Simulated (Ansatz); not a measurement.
## Abstraction of H: CH5BO2 + CHF2O → CH4BO2 + CH2F2O

Gas-phase species: CH5BO2 `COBO`, singlet; CHF2O `[O]C(F)F`, doublet; CH4BO2 `CO[B]O`, doublet; CH2F2O `OC(F)F`, singlet. A radical takes H: the energy is the difference in strength between the B–H bond broken and the O–H bond made.

Shapes, held fixed at every level: PBE0-D4/def2-TZVP. Flexible molecules stand in one conformer, not always the lowest. Programs: Ansatz 0.2.0. Electronic energies: no zero-point or thermal term.

```
               level                    kind  ΔE (kJ/mol)  less CCSD(T)/CBS estimate
r2SCAN-D4/def2-TZVPP                meta-GGA        -34.5                       +8.5
  wB97M-V/def2-TZVPP  range-separated hybrid        -25.8                      +17.2
  wB97X-V/def2-TZVPP  range-separated hybrid        -23.3                      +19.7
   B2PLYP/def2-TZVPP           double hybrid        -34.9                       +8.1
  CCSD(T)/def2-TZVPP   coupled cluster or CI        -36.1                       +6.9
     CCSD/def2-TZVPP   coupled cluster or CI        -31.5                      +11.5
CCSD(T)/CBS estimate   coupled cluster or CI        -43.0                        0.0
```

The highest level, CCSD(T)/CBS estimate, gives ΔE = -43.0 kJ/mol; the levels span -43.0 to -23.3. The column of differences is taken from that level and isn't an error. No measured value is set beside it here. Open shells run unrestricted. The CBS estimate extrapolates MP2 from def2-TZVPP and def2-QZVPP and adds CCSD(T) − MP2 in the triple-zeta set, cores frozen. CCSD(T)/CBS estimate lies outside the range of the other correlated levels here, so it shouldn't be taken on trust.

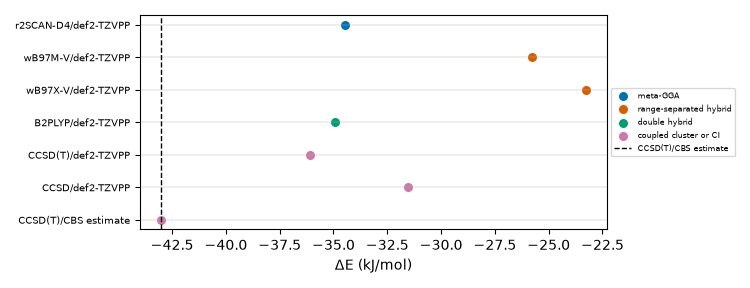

The values of the table, level by level.
